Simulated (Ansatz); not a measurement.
# InAs wire along [111], 26 atoms a period, H-terminated: bands by functional

What gap, if any, does the InAs wire along [111], 26 atoms a period, H-terminated have, and how does it change with the functional?

Program: Ansatz 0.2.0. Level of theory: DFT PBE, plane waves, PAW; relaxation of a wire's period; PAW set soft_1, in the first sound run; inputs show where later runs differ. Results are calculated unless marked as measured.

## (1) Starting point

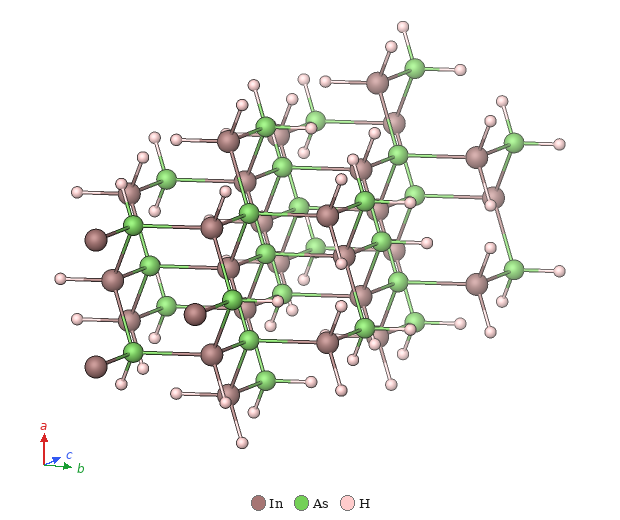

The starting structure, seen at a slant to the c axis (indium brown, arsenic green, hydrogen pink). 1×1×2 cells are drawn. Some periodic images of atoms are drawn too.

The cell holds 56 atoms: 13 In, 13 As and 30 H. Its edges and angles: a = 18.461 Å, b = 17.521 Å, c = 10.721 Å, α = 90.0°, β = 90.0°, γ = 90.0°. Vacuum lies along a and b. The structure's axis is c.

## (2) Relaxing the period

Band widths follow the bond lengths, so the wire is relaxed first. The atoms and the third cell vector are free; the box across stays fixed as vacuum. A Fermi-Dirac smearing is set since the result may be a metal. The pressure printed is a third of the stress's trace over the whole box, vacuum included; only the stress along the axis is relaxed.

Input file input.yaml:

```yaml
crystal:
  lattice:
    - [18.461, 0.0, 0.0]
    - [0.0, 17.521, 0.0]
    - [0.0, 0.0, 10.7213944989]
  atoms:
    - { symbol: In, position: [0.381445176, 0.434065237, 0.0] }
    - { symbol: In, position: [0.618539103, 0.434065237, 0.0] }
    - { symbol: As, position: [0.381445176, 0.434065237, 0.25] }
    - { symbol: As, position: [0.49999214, 0.650410501, 0.25] }
    - { symbol: As, position: [0.618539103, 0.434065237, 0.25] }
    - { symbol: H, position: [0.302719002, 0.626186518, 0.277992274] }
    - { symbol: H, position: [0.49999214, 0.266167939, 0.277992274] }
    - { symbol: H, position: [0.697265278, 0.626186518, 0.277992274] }
    - { symbol: H, position: [0.312891485, 0.392362308, 0.298190249] }
    - { symbol: H, position: [0.49999214, 0.733816358, 0.298190249] }
    - { symbol: H, position: [0.687092794, 0.392362308, 0.298190249] }
    - { symbol: In, position: [0.381445176, 0.578295413, 0.333333333] }
    - { symbol: In, position: [0.49999214, 0.361950149, 0.333333333] }
    - { symbol: In, position: [0.618539103, 0.578295413, 0.333333333] }
    - { symbol: As, position: [0.381445176, 0.578295413, 0.583333333] }
    - { symbol: As, position: [0.49999214, 0.361950149, 0.583333333] }
    - { symbol: As, position: [0.618539103, 0.578295413, 0.583333333] }
    - { symbol: H, position: [0.184172038, 0.55407143, 0.611325607] }
    - { symbol: H, position: [0.262898213, 0.410398115, 0.611325607] }
    - { symbol: H, position: [0.302719002, 0.337726165, 0.611325607] }
    - { symbol: H, position: [0.302719002, 0.770416694, 0.611325607] }
    - { symbol: H, position: [0.381445176, 0.194052851, 0.611325607] }
    - { symbol: H, position: [0.460171351, 0.770416694, 0.611325607] }
    - { symbol: H, position: [0.539812928, 0.770416694, 0.611325607] }
    - { symbol: H, position: [0.618539103, 0.194052851, 0.611325607] }
    - { symbol: H, position: [0.697265278, 0.770416694, 0.611325607] }
    - { symbol: H, position: [0.697265278, 0.337726165, 0.611325607] }
    - { symbol: H, position: [0.737086066, 0.410398115, 0.611325607] }
    - { symbol: H, position: [0.815812241, 0.55407143, 0.611325607] }
    - { symbol: In, position: [0.262898213, 0.506180325, 0.666666667] }
    - { symbol: In, position: [0.381445176, 0.28983506, 0.666666667] }
    - { symbol: In, position: [0.381445176, 0.722525589, 0.666666667] }
    - { symbol: In, position: [0.49999214, 0.506180325, 0.666666667] }
    - { symbol: In, position: [0.618539103, 0.722525589, 0.666666667] }
    - { symbol: In, position: [0.618539103, 0.28983506, 0.666666667] }
    - { symbol: In, position: [0.737086066, 0.506180325, 0.666666667] }
    - { symbol: As, position: [0.262898213, 0.506180325, 0.916666667] }
    - { symbol: As, position: [0.381445176, 0.28983506, 0.916666667] }
    - { symbol: As, position: [0.381445176, 0.722525589, 0.916666667] }
    - { symbol: As, position: [0.49999214, 0.506180325, 0.916666667] }
    - { symbol: As, position: [0.618539103, 0.722525589, 0.916666667] }
    - { symbol: As, position: [0.618539103, 0.28983506, 0.916666667] }
    - { symbol: As, position: [0.737086066, 0.506180325, 0.916666667] }
    - { symbol: H, position: [0.194344522, 0.464477396, 0.964856915] }
    - { symbol: H, position: [0.262898213, 0.589586181, 0.964856915] }
    - { symbol: H, position: [0.312891485, 0.248132132, 0.964856915] }
    - { symbol: H, position: [0.312891485, 0.680822661, 0.964856915] }
    - { symbol: H, position: [0.381445176, 0.805931446, 0.964856915] }
    - { symbol: H, position: [0.449998868, 0.248132132, 0.964856915] }
    - { symbol: H, position: [0.549985411, 0.248132132, 0.964856915] }
    - { symbol: H, position: [0.618539103, 0.805931446, 0.964856915] }
    - { symbol: H, position: [0.687092794, 0.680822661, 0.964856915] }
    - { symbol: H, position: [0.687092794, 0.248132132, 0.964856915] }
    - { symbol: H, position: [0.737086066, 0.589586181, 0.964856915] }
    - { symbol: H, position: [0.805639758, 0.464477396, 0.964856915] }
    - { symbol: In, position: [0.49999214, 0.650410501, 0.0] }
kpoints:
  mp_grid: { grid: [1, 1, 8] }
scf:
  occupations: { method: fermi_dirac, width: 0.05 }
hamiltonian:
  xc: pbe
  pseudopotentials: { kind: paw, azcp: { folder: soft_1 } }
relax:
  cell: { fix: [a, b, alpha, beta, gamma] }
  max_steps: 45
  f_tol: 0.03
```

Started as:

```sh
$ ansatz run input.yaml --threads 4 --pin off --max-ram 16384MiB --backend cpu --events-out ev --progress --plain --runs-dir out
```

Numbers of over 12 decimals in the logs are rounded to 6 here.

Log:

```text
Engine: ansatz 0.2.0, aarch64-unknown-linux-gnu
Pseudopotentials: kind: paw
Pseudopotential: In, paw, valence charge 13, recommended cutoff 420 eV (normal), soft_1/In.paw.azcp
Pseudopotential: As, paw, valence charge 15, recommended cutoff 420 eV (normal), soft_1/As.paw.azcp
Pseudopotential: H, paw, valence charge 1, recommended cutoff 420 eV (normal), soft_1/H.paw.azcp
Functional definition: PBE
  parameter kappa = 0.804
  parameter beta = 0.066725
  exchange = pbe_x(kappa = kappa, mu = beta*pi^2/3)
  correlation = pbe_c(beta = beta)
Crystal: 56 atoms, lattice volume = 3467.891 Å³
Basis set: ecut = 420 eV, 67797 PW (Γ), exchange–correlation on 250×240×144 points (8 copies of the dense FFT grid, shifted against one another)
Bands: 253, of which v1, the nominal top of the filled ones, is band 197 counted from 1 (196 counted from 0)
Symmetry: 2 space group operations
Space group: Pm (ITA 6), of the structure as read, at distance tolerance 1.5e-4 Å
k-points: 5 of 8 (time reversal used)
Non-local potential: In, projectors of the file, l = 0: 2, l = 1: 2, l = 2: 2, l = 3: 1
Non-local potential: As, projectors of the file, l = 0: 2, l = 1: 2, l = 2: 3, l = 3: 1
Non-local potential: H, projectors of the file, l = 0: 2, l = 1: 1
PAW form: soft (Blöchl's): semilocal exchange-correlation on the pseudo side does not see the compensation charge
PAW one-centre angular grid: In, 590 points (default); XC on 64 Gauss nodes
PAW one-centre angular grid: As, 590 points (default); XC on 64 Gauss nodes
PAW one-centre angular grid: H, 110 points (default); XC on 64 Gauss nodes
Initial density: superposition of atomic densities (neutral atoms: chi_scale 0, normalization atom)
Initial wavefunctions: pseudopotential atomic-orbital guess
Functional: x = pbe(κ = 0.804, μ = 0.219515), c = pbe(β = 0.066725)
SCF iter   1: F=—  HF=-136379.708977 eV  |F-HF|=—  |Δ(HF+E_count)|=         —  Δρ=2.82e-2  dr2=3.50e1  ethr=3.10e-3  ⟨swp⟩=6.8  Hψ=4671  notcnv=0  defer=110
preconditioner: auto → Resta (q_TF=auto, 1.899 Å⁻¹)  ε∞=1.6  [insulator: Δε(μ)=2.020 eV  Ē_g=13.176 eV  σ=0.050 eV  W_gap=1.00  n_scr=406 (ndim 8)  ℏωp=10.2 eV  f_vac=0.634  D(μ)=0.00/eV (n_scr^D=0)  ε∞_Penn≈1.6  vacuum switching on, ρ_ref=1.3e-2 e/Å³]
SCF iter   2: F=—  HF=-136369.904592 eV  |F-HF|=—  |Δ(HF+E_count)|=    9.80e0  Δρ=1.08e-2  dr2=4.77e0  ethr=3.10e-3  ⟨swp⟩=3.8  Hψ=1948  notcnv=0  defer=239
SCF iter   3: F=—  HF=-136369.003761 eV  |F-HF|=—  |Δ(HF+E_count)|=   9.01e-1  Δρ=4.11e-3  dr2=1.27e0  ethr=1.21e-3  ⟨swp⟩=4.0  Hψ=1710  notcnv=0  defer=224
SCF iter   4: F=—  HF=-136368.778725 eV  |F-HF|=—  |Δ(HF+E_count)|=   2.25e-1  Δρ=1.32e-3  dr2=1.26e-1  ethr=3.23e-4  ⟨swp⟩=5.2  Hψ=1496  notcnv=0  defer=224
SCF iter   5: F=—  HF=-136368.766094 eV  |F-HF|=—  |Δ(HF+E_count)|=   1.26e-2  Δρ=4.91e-4  dr2=9.26e-3  ethr=3.21e-5  ⟨swp⟩=3.4  Hψ=2254  notcnv=0  defer=222
SCF iter   6: F=—  HF=-136368.767686 eV  |F-HF|=—  |Δ(HF+E_count)|=   1.59e-3  Δρ=1.94e-4  dr2=1.28e-3  ethr=2.35e-6  ⟨swp⟩=2.4  Hψ=1881  notcnv=0  defer=222
SCF iter   7: F=—  HF=-136368.768390 eV  |F-HF|=—  |Δ(HF+E_count)|=   7.04e-4  Δρ=6.10e-5  dr2=3.18e-4  ethr=3.24e-7  ⟨swp⟩=2.0  Hψ=1353  notcnv=0  defer=222
SCF iter   8: F=—  HF=-136368.768468 eV  |F-HF|=—  |Δ(HF+E_count)|=   7.77e-5  Δρ=1.91e-5  dr2=2.21e-5  ethr=8.08e-8  ⟨swp⟩=2.0  Hψ=1353  notcnv=0  defer=222
SCF iter   9: F=—  HF=-136368.768339 eV  |F-HF|=—  |Δ(HF+E_count)|=   1.29e-4  Δρ=7.40e-6  dr2=3.52e-6  ethr=5.61e-9  ⟨swp⟩=2.0  Hψ=2103  notcnv=0  defer=222
SCF iter  10: F=—  HF=-136368.768341 eV  |F-HF|=—  |Δ(HF+E_count)|=   2.28e-6  Δρ=3.10e-6  dr2=6.26e-7  ethr=8.94e-10  ⟨swp⟩=2.0  Hψ=1588  notcnv=0  defer=222
SCF iter  11: F=-136368.768341 eV  HF=-136368.768341 eV  |F-HF|=2.62e-8  |Δ(HF+E_count)|=   3.84e-7  Δρ=1.15e-6  dr2=6.35e-8  ethr=2.54e-11  ⟨swp⟩=3.0  Hψ=4328  notcnv=0
SCF 1 converged in 11 iterations: F = -136368.768341 eV  dr2 = 6.35e-8
  greatest PAW one-centre occupation: 0.999 electrons in one spin orbital (limit 2), on the As atom at site 42 (counted from 0), in its partial waves of l = 2
relax step   1: F+E_penalty+E_count = -136368.76834120 eV  Δ(F+E_penalty+E_count) = +0.000e0 eV  max|allowed force component| = 1.251e0 eV/Å  Δτ_max = 0.0000 Å  P = -0.095 GPa  Ω = 3467.891 Å³  fix = [a, b, alpha, beta, gamma]  reactions: a -0.191, b -0.188 GPa; alpha -0.001 GPa/rad  (11 SCF iters, dr2 threshold 1.00e-7 eV, accepted)
Crystal: 56 atoms, lattice volume = 3471.716 Å³
Basis set: ecut = 420 eV, 67885 PW (Γ), exchange–correlation on 250×240×144 points (8 copies of the dense FFT grid, shifted against one another)
Initial density: handed on by an earlier stage of this run
Initial wavefunctions: those handed on with the density
iter 1 solved again at ethr=3.01e-4 eV; its pass at ethr=3.10e-3 eV (dr2=1.19e0 eV) is discarded
SCF iter   1: F=—  HF=-136371.798139 eV  |F-HF|=—  |Δ(HF+E_count)|=         —  Δρ=5.35e-3  dr2=1.18e0  ethr=3.01e-4  ⟨swp⟩=5.8  Hψ=6070  notcnv=0
preconditioner: auto → Resta (q_TF=auto, 1.898 Å⁻¹)  ε∞=1.6  [insulator: Δε(μ)=1.160 eV  Ē_g=13.178 eV  σ=0.050 eV  W_gap=1.00  n_scr=410 (ndim 8)  ℏωp=10.2 eV  f_vac=0.667  D(μ)=0.00/eV (n_scr^D=0)  ε∞_Penn≈1.6  vacuum switching on, ρ_ref=1.3e-2 e/Å³]
SCF iter   2: F=—  HF=-136371.485370 eV  |F-HF|=—  |Δ(HF+E_count)|=   3.13e-1  Δρ=2.75e-3  dr2=1.95e-1  ethr=3.00e-4  ⟨swp⟩=7.0  Hψ=2645  notcnv=0  defer=1
SCF iter   3: F=—  HF=-136371.460817 eV  |F-HF|=—  |Δ(HF+E_count)|=   2.46e-2  Δρ=1.11e-3  dr2=4.74e-2  ethr=4.94e-5  ⟨swp⟩=3.8  Hψ=2346  notcnv=0  defer=193
SCF iter   4: F=—  HF=-136371.455446 eV  |F-HF|=—  |Δ(HF+E_count)|=   5.37e-3  Δρ=2.80e-4  dr2=3.94e-3  ethr=1.20e-5  ⟨swp⟩=2.0  Hψ=1824  notcnv=0  defer=193
SCF iter   5: F=—  HF=-136371.455102 eV  |F-HF|=—  |Δ(HF+E_count)|=   3.44e-4  Δρ=8.56e-5  dr2=4.52e-4  ethr=1.00e-6  ⟨swp⟩=2.0  Hψ=2010  notcnv=0  defer=240
SCF iter   6: F=—  HF=-136371.455080 eV  |F-HF|=—  |Δ(HF+E_count)|=   2.20e-5  Δρ=3.19e-5  dr2=5.83e-5  ethr=1.15e-7  ⟨swp⟩=2.0  Hψ=2010  notcnv=0  defer=240
SCF iter   7: F=—  HF=-136371.455088 eV  |F-HF|=—  |Δ(HF+E_count)|=   7.80e-6  Δρ=1.26e-5  dr2=1.10e-5  ethr=1.48e-8  ⟨swp⟩=2.0  Hψ=1315  notcnv=0  defer=240
SCF iter   8: F=-136371.455089 eV  HF=-136371.455089 eV  |F-HF|=3.50e-7  |Δ(HF+E_count)|=   3.62e-7  Δρ=3.69e-6  dr2=4.23e-7  ethr=1.42e-9  ⟨swp⟩=4.0  Hψ=3452  notcnv=0
SCF 2 converged in 8 iterations: F = -136371.455089 eV  dr2 = 4.23e-7
[...]
Internal energy: -136372.788618 eV  (E = F + TS)
E sigma→0 (E₀):  -136372.788618 eV
Fermi energy:    -1.660000 eV
--- Per-component energies (eV) ---
  E_band       = -7838.604082
  E_kinetic    = 4481.203937
  E_local      = -187574.084379  (includes V_loc(G=0)·N_el)
  E_nonlocal   = -842.914774
  E_hartree    = 91814.835927
  E_xc         = -3017.426005
  E_vxc        = -2433.745330  (∫ρ·V_xc dr)
  E_paw        = -80921.163150  (= ΣΔE_a)
  E_vpaw       = -5098.711582  (= ΣTr[D̂ρ^β])
  E_aug_tail   = -0.025075  (compensation charges beyond the density's cutoff)
  E_ewald      = 39686.784900
  E_smearing   = -0.000000  (= −TS)
  E_closure    = 0.000000  (closes the sum)
  Σ components = -136372.788618   (vs F -136372.788618, Δ=0.00e0)
--- Forces (eV/Å), atoms counted from 1 ---
  atom   1  In     0.00684960     0.00345080     0.00568157
  atom   2  In    -0.00684960     0.00345080     0.00568157
  atom   3  As    -0.00575980    -0.00603815     0.00111920
  atom   4  As     0.00000000     0.00723153     0.00067903
  atom   5  As     0.00575980    -0.00603815     0.00111920
  atom   6  H     -0.00687227     0.00351102     0.00363852
  atom   7  H      0.00000000    -0.00845262     0.00270729
  atom   8  H      0.00687227     0.00351102     0.00363852
  atom   9  H      0.00064286     0.00130356    -0.00234139
  atom  10  H      0.00000000    -0.00139191    -0.00219696
  atom  11  H     -0.00064286     0.00130356    -0.00234139
  atom  12  In    -0.00353335     0.00344830    -0.00309916
  atom  13  In     0.00000000    -0.00090149    -0.00398401
  atom  14  In     0.00353335     0.00344830    -0.00309916
  atom  15  As     0.02128486    -0.01296451    -0.01365704
  atom  16  As     0.00000000     0.01935090    -0.00868045
  atom  17  As    -0.02128486    -0.01296451    -0.01365704
  atom  18  H     -0.00126061     0.00969199    -0.00115160
  atom  19  H      0.00399049    -0.00066799    -0.00836735
  atom  20  H     -0.00139905     0.00302326    -0.00554472
  atom  21  H     -0.00823921    -0.00325367    -0.00060912
  atom  22  H      0.00743233    -0.00534067     0.00000550
  atom  23  H      0.00274124    -0.00261893    -0.00699778
  atom  24  H     -0.00274124    -0.00261893    -0.00699778
  atom  25  H     -0.00743233    -0.00534067     0.00000550
  atom  26  H      0.00823921    -0.00325367    -0.00060912
  atom  27  H      0.00139905     0.00302326    -0.00554472
  atom  28  H     -0.00399049    -0.00066799    -0.00836735
  atom  29  H      0.00126061     0.00969199    -0.00115160
  atom  30  In    -0.00856396    -0.00889166     0.00112242
  atom  31  In    -0.00634678    -0.00274060    -0.00014030
  atom  32  In     0.00134573     0.01146813     0.00083398
  atom  33  In     0.00000000     0.00025382     0.00723780
  atom  34  In    -0.00134573     0.01146813     0.00083398
  atom  35  In     0.00634678    -0.00274060    -0.00014030
  atom  36  In     0.00856396    -0.00889166     0.00112242
  atom  37  As    -0.00398737    -0.00792459     0.01287529
  atom  38  As    -0.00905726     0.00239526     0.01242700
  atom  39  As     0.00524772     0.00741240     0.01254138
  atom  40  As     0.00000000    -0.00125707    -0.00770408
[...]
atom  45  H      0.00059930    -0.00702769     0.00233853
  atom  46  H      0.00043311    -0.00233554    -0.00269078
  atom  47  H      0.00662370     0.00411992     0.00038058
  atom  48  H     -0.00218984     0.00137222    -0.00243227
  atom  49  H     -0.00723904     0.00381705    -0.00091682
  atom  50  H      0.00723904     0.00381705    -0.00091682
  atom  51  H      0.00218984     0.00137222    -0.00243227
  atom  52  H     -0.00662370     0.00411992     0.00038058
  atom  53  H     -0.00043311    -0.00233554    -0.00269078
  atom  54  H     -0.00059930    -0.00702769     0.00233853
  atom  55  H      0.00349990     0.00069311    -0.00233585
  atom  56  In     0.00000000    -0.00663659     0.00657895
  max |Σ_I F_I| component: 2.87e-6 eV/Å
--- Stress (GPa, compression-positive) ---
        0.008788       0.000000       0.000000
        0.000000       0.007848       0.000834
        0.000000       0.000834       0.007149
  P = ⅓ Tr σ = 0.0079 GPa (0.079 kbar)
--- Relaxed structure (7 steps of the walk, 7 accepted, 1 SCFs on fresh bases) ---
  F+E_penalty+E_count = -136372.78861849 eV   max|allowed force component| = 2.128e-2 eV/Å   (the final SCF, on the basis selected at the relaxed cell)
  cell:  # Å, volume = 3441.3202 Å³
    - [18.461, 0.0, 0.0]
    - [0.0, 17.521, 0]
    - [0.0, 0, 10.639249]
  atoms:
    - { symbol: In, position: [0.384988, 0.436302, 0.00948501] }
    - { symbol: In, position: [0.615012, 0.436302, 0.00948501] }
    - { symbol: As, position: [0.391415, 0.440086, 0.258217] }
    - { symbol: As, position: [0.5, 0.638247, 0.258201] }
    - { symbol: As, position: [0.608585, 0.440086, 0.258217] }
    - { symbol: H, position: [0.299905, 0.627803, 0.269613] }
    - { symbol: H, position: [0.5, 0.262602, 0.269700] }
    - { symbol: H, position: [0.700095, 0.627803, 0.269613] }
    - { symbol: H, position: [0.322135, 0.397858, 0.293595] }
    - { symbol: H, position: [0.5, 0.722548, 0.293757] }
    - { symbol: H, position: [0.677865, 0.397858, 0.293595] }
    - { symbol: In, position: [0.372445, 0.583755, 0.345720] }
    - { symbol: In, position: [0.5, 0.350907, 0.345556] }
    - { symbol: In, position: [0.627555, 0.583755, 0.345720] }
    - { symbol: As, position: [0.377425, 0.580722, 0.593854] }
    - { symbol: As, position: [0.5, 0.357056, 0.593695] }
    - { symbol: As, position: [0.622575, 0.580722, 0.593854] }
    - { symbol: H, position: [0.184112, 0.594909, 0.638105] }
    - { symbol: H, position: [0.236732, 0.426958, 0.597063] }
    - { symbol: H, position: [0.303389, 0.305739, 0.596433] }
    - { symbol: H, position: [0.269191, 0.749999, 0.637992] }
    - { symbol: H, position: [0.414776, 0.173555, 0.638142] }
    - { symbol: H, position: [0.433693, 0.785721, 0.596712] }
    - { symbol: H, position: [0.566307, 0.785721, 0.596712] }
    - { symbol: H, position: [0.585224, 0.173555, 0.638142] }
    - { symbol: H, position: [0.730809, 0.749999, 0.637992] }
    - { symbol: H, position: [0.696611, 0.305739, 0.596433] }
    - { symbol: H, position: [0.763268, 0.426958, 0.597063] }
    - { symbol: H, position: [0.815888, 0.594909, 0.638105] }
    - { symbol: In, position: [0.246076, 0.520833, 0.644652] }
    - { symbol: In, position: [0.385043, 0.267229, 0.644653] }
    - { symbol: In, position: [0.361081, 0.730608, 0.644619] }
    - { symbol: In, position: [0.5, 0.506187, 0.654845] }
    - { symbol: In, position: [0.638919, 0.730608, 0.644619] }
    - { symbol: In, position: [0.614957, 0.267229, 0.644653] }
    - { symbol: In, position: [0.753924, 0.520833, 0.644652] }
    - { symbol: As, position: [0.267704, 0.499993, 0.902726] }
    - { symbol: As, position: [0.378668, 0.297377, 0.902729] }
    - { symbol: As, position: [0.388948, 0.721314, 0.902740] }
    - { symbol: As, position: [0.5, 0.506241, 0.911912] }
    - { symbol: As, position: [0.611052, 0.721314, 0.902740] }
    - { symbol: As, position: [0.621332, 0.297377, 0.902729] }
    - { symbol: As, position: [0.732296, 0.499993, 0.902726] }
    - { symbol: H, position: [0.205180, 0.458008, 0.965614] }
    - { symbol: H, position: [0.257727, 0.573493, 0.976858] }
    - { symbol: H, position: [0.312896, 0.261246, 0.965525] }
    - { symbol: H, position: [0.323599, 0.693600, 0.976956] }
    - { symbol: H, position: [0.392156, 0.799381, 0.965546] }
    - { symbol: H, position: [0.434105, 0.251558, 0.976927] }
    - { symbol: H, position: [0.565895, 0.251558, 0.976927] }
    - { symbol: H, position: [0.607844, 0.799381, 0.965546] }
    - { symbol: H, position: [0.676401, 0.693600, 0.976956] }
    - { symbol: H, position: [0.687104, 0.261246, 0.965525] }
    - { symbol: H, position: [0.742273, 0.573493, 0.976858] }
    - { symbol: H, position: [0.794820, 0.458008, 0.965614] }
    - { symbol: In, position: [0.5, 0.646217, 0.00944805] }
[key lines of the parts left out:]
SCF converged after 5 iterations
Free energy (F): -136372.788618 eV
```

The job ended after 17 min (4 threads of Arm Neoverse V2, shared host; peak memory 11 GiB).

(Continued in part 2 of 2.)

[Logs are printed without paths, hosts, clocks, repeated set-up lines and the standing remarks that a program may print on its own settings, such as how far it seeks lower states.]

[Hosts, paths, dates, database ids (printed as entryN), source tags and the programs' standing remarks are cut or masked in the printed files.]
